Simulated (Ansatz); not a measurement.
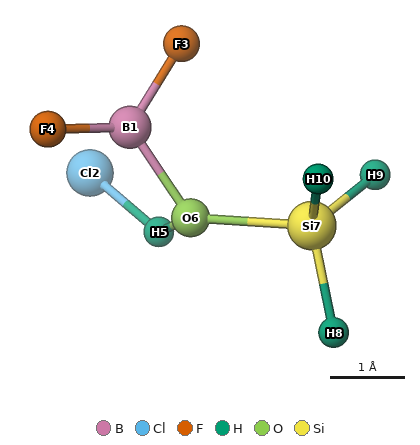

**Figure 1.** The structure as given in the input (ball-and-stick view, seen at a tilt; atoms are numbered from 1 in the order of the input). Bond lengths as drawn: B–F 1.33 Å, B–O 1.48 Å, Cl–H 1.56 Å, H–O 1.23 Å, H–Si 1.48 Å and O–Si 1.72 Å.

# Frequency calculation, with input and output: BSiH4ClOF2

- system: BSiH4ClOF2
- method: RKS B3LYP-D4/def2-SVP (Ansatz 0.2.0)

It belongs to a series of runs on one base structure; here: vibrations at the highest image of the band. Figures and captions count atoms from 1; the log counts them from 0 in places.

**Input file**
```yaml
crystal:
  periodic: [false, false, false]
  atoms:
    - { symbol: B, position_ang: [-1.362975, -0.083415, 0.100586] }
    - { symbol: Cl, position_ang: [-1.349362, -2.295762, 0.062343] }
    - { symbol: F, position_ang: [-1.533813, 0.362632, -1.145424] }
    - { symbol: F, position_ang: [-2.226003, 0.280571, 1.037962] }
    - { symbol: H, position_ang: [-0.141275, -1.405339, 0.470988] }
    - { symbol: O, position_ang: [0.0494, -0.191209, 0.526717] }
    - { symbol: Si, position_ang: [1.38185, 0.670862, -0.146122] }
    - { symbol: H, position_ang: [2.525727, 0.374755, 0.748338] }
    - { symbol: H, position_ang: [1.635554, 0.178687, -1.522691] }
    - { symbol: H, position_ang: [1.020897, 2.108316, -0.132699] }
basis:
  gaussian: { orbitals: def2-SVP }
hamiltonian:
  xc: b3lyp
  dispersion: d4
phonons: {}
```

Hardware: 2 threads of Intel Xeon @ 2.50GHz (Skylake/Cascade Lake), 189 GiB of memory available, shared host.

Launch command:
```bash
ansatz run input.yaml --threads 2 --pin off --max-ram 3072MiB --backend cpu --events-out ev --progress --plain --runs-dir out
```

**The program's output**
```
Engine: ansatz 0.2.0, x86_64-unknown-linux-gnu
Functional definition: B3LYP
  parameter a0 = 0.2
  parameter ax = 0.72
  parameter ac = 0.81
  exchange = (1 - a0 - ax)*slater_x + ax*b88_x + a0*exact_x
  correlation = (1 - ac)*vwn_rpa_c + ac*lyp_c
1150 factors; integrals over basis functions are off by at most 3.4e-4 eV
mean field evaluation 1: about -28611.2309 eV, gradient 5.3e1 eV
mean field evaluation 2: about -28605.2621 eV, gradient 8.1e1 eV
mean field evaluation 4: about -28615.6491 eV, gradient 3.1e0 eV
mean field evaluation 8: about -28615.7109 eV, gradient 4.4e-2 eV
mean field -28615.71085581 eV, -1051.6079775254 hartree, gradient 3.8e-5 eV, S^2 0.000000; 0 other end points of the search recorded, 0 dependent functions left out
the calculation of the forces begins
reference -28615.71110830 eV, -1051.6079868042 hartree; 33, 33 occupied and 79, 79 virtual orbitals, 1150 factors
these checks for a lower state are left out or cut short: stability, starts, cluster_reference, orbital_swaps, neighbouring_geometries, increment
1150 factors; integrals over basis functions are off by at most 3.4e-4 eV
mean field evaluation 16: about -28615.6645 eV, gradient 3.1e-1 eV
mean field -28615.71070189 eV, -1051.6079718692 hartree, gradient 2.4e-6 eV, S^2 0.000000; 0 other end points of the search recorded, 0 dependent functions left out
[... from here on the field's lines of each further geometry are left out, up to the last ...]
the calculation of the forces begins
reference -28615.71110205 eV, -1051.6079865746 hartree; 33, 33 occupied and 79, 79 virtual orbitals, 1150 factors
these checks for a lower state are left out or cut short: stability, starts, cluster_reference, orbital_swaps, neighbouring_geometries, increment
1150 factors; integrals over basis functions are off by at most 3.4e-4 eV
mean field -28615.71084896 eV, -1051.6079772740 hartree, gradient 5.1e-6 eV, S^2 0.000000; 0 other end points of the search recorded, 0 dependent functions left out
the calculation of the forces begins
reference -28615.71110145 eV, -1051.6079865525 hartree; 33, 33 occupied and 79, 79 virtual orbitals, 1150 factors
WARN: phonons: modes at or below zero, which the zero-point energy, F, S and C_V leave out: 1, the lowest at -1052.35 cm⁻¹. A minimum has none, and a first-order saddle one
Total energy: -28616.08390429 eV, -1051.6216868042 hartree
Atom 0 at    -1.362975    -0.083415     0.100586 Å, force    -0.001570    -0.000259     0.000095 eV/Å
Atom 1 at    -1.349362    -2.295762     0.062343 Å, force    -0.001164    -0.001685     0.001473 eV/Å
Atom 2 at    -1.533813     0.362632    -1.145424 Å, force     0.001372    -0.001010     0.004596 eV/Å
Atom 3 at    -2.226003     0.280571     1.037962 Å, force     0.004037     0.000676    -0.002147 eV/Å
Atom 4 at    -0.141275    -1.405339     0.470988 Å, force    -0.000537     0.001966     0.005373 eV/Å
Atom 5 at     0.049400    -0.191209     0.526717 Å, force    -0.000302    -0.000197    -0.016378 eV/Å
Atom 6 at     1.381850     0.670862    -0.146122 Å, force    -0.000489    -0.000887     0.006867 eV/Å
Atom 7 at     2.525727     0.374755     0.748338 Å, force     0.000307    -0.000354     0.000525 eV/Å
Atom 8 at     1.635554     0.178687    -1.522691 Å, force    -0.001098     0.002622    -0.000690 eV/Å
Atom 9 at     1.020897     2.108316    -0.132699 Å, force    -0.000557    -0.000873     0.000286 eV/Å
Dipole moment:     0.772492     0.272707    -0.020395 e Å
Vibrations: -1052.35 61.77 102.92 122.60 199.97 236.95 360.81 418.51 469.46 622.94 698.32 758.17 801.86 864.30 924.93 946.87 959.27 994.82 1211.93 1421.50 1608.75 2268.30 2281.29 2287.54 cm⁻¹, zero-point energy 1.278512 eV
```

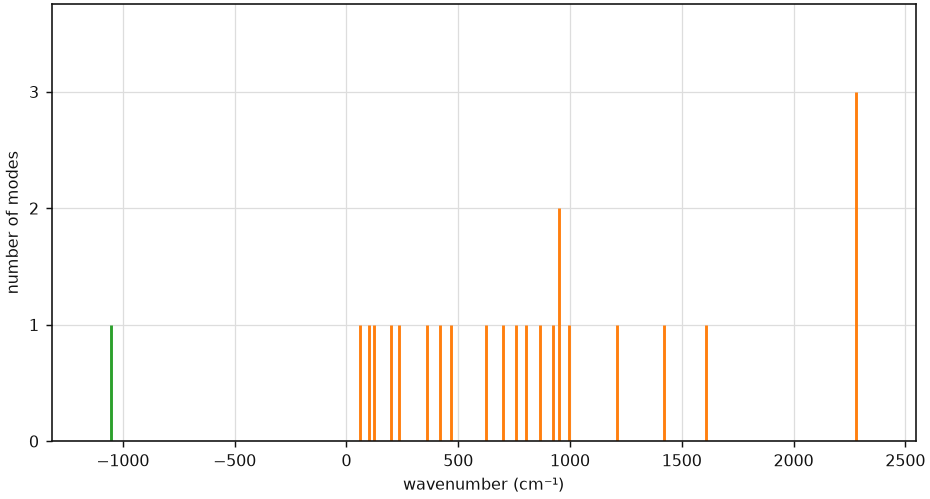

**Figure 2.** Harmonic vibrational wavenumbers from the force constants; neighbouring modes closer than 15 cm⁻¹ are counted in one stick, and imaginary ones are drawn at negative wavenumbers. 24 modes from 1052i to 2288 cm⁻¹, 1 imaginary beyond 8i (1052i cm⁻¹): a first-order saddle point, if the geometry is stationary.

**Summary**

```tsv
quantity	value
outcome	converged
total energy	−28616.0839 eV
mean-field energy	−28615.7111 eV
largest force (length of the vector)	0.016 eV/Å
wall time	4.4 min (CPU time 8.2 min)
peak memory	0.27 GiB
```
